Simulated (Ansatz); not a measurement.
**CuF (fluorocopper) at 5 levels**

We compute a comparison of 5 runs (BHLYP/STO-3G, CAM-B3LYP/STO-3G, PBE0/STO-3G, MP2/STO-3G, UMP2/STO-3G) of CuF (fluorocopper). 

Program for the calculation: Ansatz 0.2.0.

59 further runs of the same task are left out: 36 that didn't finish, 23 set aside as unsound or not needed.

### Step 1. The molecule

CuF has 2 atoms, charge 0, and is taken as a singlet. SMILES: `[F][Cu]`. The Cu2–F1 distance was set to 2.647 Å, away from the relaxed value.

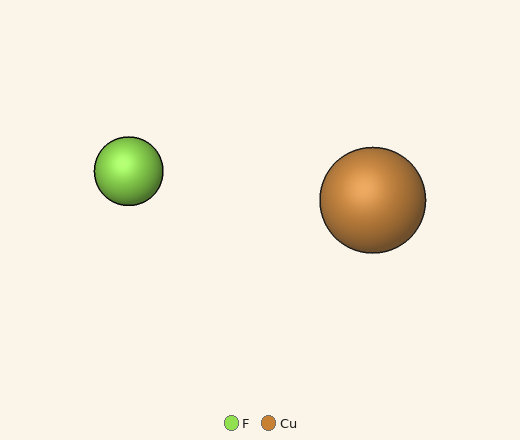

Viewed from a chosen angle; fluorine green, copper orange.

### Step 2. A single-point energy at BHLYP/STO-3G (run 1)

Contents of job.yaml:

```yaml
crystal:
  periodic: [false, false, false]
  atoms:
    - {symbol: F, position_ang: [1.501988, -0.537869, 0.754144]}
    - {symbol: Cu, position_ang: [-0.751010, 0.268940, -0.377080]}
basis:
  gaussian:
    orbitals: STO-3G
accuracy: high
hamiltonian:
  xc: {name: BHLYP}
total_charge: 0
```

Run with:

```sh
$ ansatz run job.yaml --threads 1 --pin off --max-ram 3480MiB --events-out events.jsonl --progress --plain --runs-dir runs
```

Log:

```text
Warning: RAYON_NUM_THREADS=1 ignored (pool sized by the plan → 1); use --threads N
Functional definition: BHLYP
  name "BHLYP"
  parameter a = 0.5
  exchange = (1 - a)*b88_x + a*exact_x
  correlation = lyp_c
276 factors; integrals over basis functions are off by at most 1.5e-7 eV
mean field evaluation 1: about -46478.5494 eV, gradient 7.6e0 eV
mean field evaluation 2: about -46168.7871 eV, gradient 1.9e2 eV
mean field evaluation 4: about -46209.1026 eV, gradient 2.6e2 eV
mean field evaluation 8: about -46787.3131 eV, gradient 2.9e1 eV
mean field evaluation 16: about -46796.5095 eV, gradient 1.8e0 eV
mean field evaluation 32: about -46797.0544 eV, gradient 8.3e-5 eV
mean field evaluation 64: about -46796.3692 eV, gradient 1.3e-2 eV
mean field evaluation 96: about -46796.9711 eV, gradient 9.0e-1 eV
mean field evaluation 128: about -46797.0316 eV, gradient 3.6e-1 eV
mean field -46797.05435173 eV, -1719.7600272432 hartree, gradient 5.6e-8 eV, S^2 0.000000; 8 other end points of the search recorded, 0 dependent functions left out
reference -46797.05436817 eV, -1719.7600278476 hartree; 19, 19 occupied and 4, 4 virtual orbitals, 276 factors
Total energy: -46797.05436817 eV, -1719.7600278476 hartree
```

Wall time 5.7 s (1 thread of Arm Neoverse V2, shared host); peak memory 0.091 GiB.

### Step 3. A single-point energy at CAM-B3LYP/STO-3G (run 2)

Contents of job.yaml:

```yaml
basis:
  gaussian:
    orbitals: STO-3G
crystal:
  periodic: [false, false, false]
  atoms:
    - symbol: F
      position_ang: [1.501988, -0.537869, 0.754144]
    - symbol: Cu
      position_ang: [-0.751010, 0.268940, -0.377080]
hamiltonian:
  xc: {name: CAM-B3LYP}
accuracy: high
```

Run with:

```sh
$ ansatz run job.yaml --threads 1 --pin off --max-ram 3480MiB --events-out events.jsonl --progress --plain --runs-dir runs
```

Log, cut to the lines that bear on the results:

```text
Warning: RAYON_NUM_THREADS=1 ignored (pool sized by the plan → 1); use --threads N
Functional definition: CAM-B3LYP
  name "CAM-B3LYP"
[...]
276 factors; integrals over basis functions are off by at most 1.5e-7 eV
108 factors; integrals over basis functions are off by at most 1.7e-9 eV
[...]
mean field -46796.52366673 eV, -1719.7405249295 hartree, gradient 3.1e-8 eV, S^2 0.000000; 8 other end points of the search recorded, 0 dependent functions left out
reference -46796.52367846 eV, -1719.7405253604 hartree; 19, 19 occupied and 4, 4 virtual orbitals, 276 factors
Total energy: -46796.52367846 eV, -1719.7405253604 hartree
```

It took 8.4 s on 1 thread of Arm Neoverse V2, shared host; peak memory 0.093 GiB.

Runs 3 to 4 aren't shown in full; the table further down has their settings and results.

### Step 4. The energy at UMP2/STO-3G (run 5)

Contents of input.yaml:

```yaml
crystal:
  periodic: [false, false, false]
  atoms:
    - symbol: F
      position_ang: [1.501988, -0.537869, 0.754144]
    - symbol: Cu
      position_ang: [-0.751010, 0.268940, -0.377080]
basis:
  gaussian: {orbitals: STO-3G}
magnetization: {spin_polarized: true}
correlation: {method: mp2, frozen_orbitals: {Cu: 5, F: 1}}
accuracy: high
```

Run with:

```sh
$ ansatz run input.yaml --threads 1 --pin off --max-ram 3480MiB --events-out events.jsonl --progress --plain --runs-dir runs
```

Log:

```text
Warning: RAYON_NUM_THREADS=1 ignored (pool sized by the plan → 1); use --threads N
[... 61 lines left out ...]
6 core orbitals not correlated: weight in the atoms' cores, before any rotation towards them, 1.000 or more for the frozen orbitals, at most 0.000 for the correlated occupied ones
[... 2 lines left out ...]
Total energy: -46761.71435243 eV, -1718.4613062234 hartree
```

Run time: 14 s. Hardware: 1 thread of Arm Neoverse V2, shared host.

### Step 5. Overview of the runs

```
run             level  frozen core orbitals   energy (Eh)  wall time
  1      BHLYP/STO-3G                     –  -1719.760028      5.7 s
  2  CAM-B3LYP/STO-3G                     –  -1719.740525      8.4 s
  3       PBE0/STO-3G                     –  -1719.466832      9.3 s
  4        MP2/STO-3G                     6  -1718.290647     0.64 s
  5       UMP2/STO-3G                     6  -1718.461306       14 s
```

### Step 6. Results

```
                                          quantity           value
                               run 5: total energy  -1718.46131 Eh
run 5: correlation energy (6 core orbitals frozen)       -16.7 mEh
          run 5: ⟨S²⟩ of the reference determinant           2.007
```

Totals of different functionals can't be ranked against each other. In run 4 the log says that unrestricted orbitals would lower the reference, so the values rest on an unstable closed-shell determinant (other closed-shell runs at this shape may share the fault). In runs 1, 2, 3, 4, 5 the basis is minimal, so the values are rough. Spin contamination of the reference: run 5 ⟨S²⟩ = 2.01. Where it is this large, the reference is a mixture of spin states, and values that rest on it are in doubt. All runs together took 38 s, the longest 14 s.
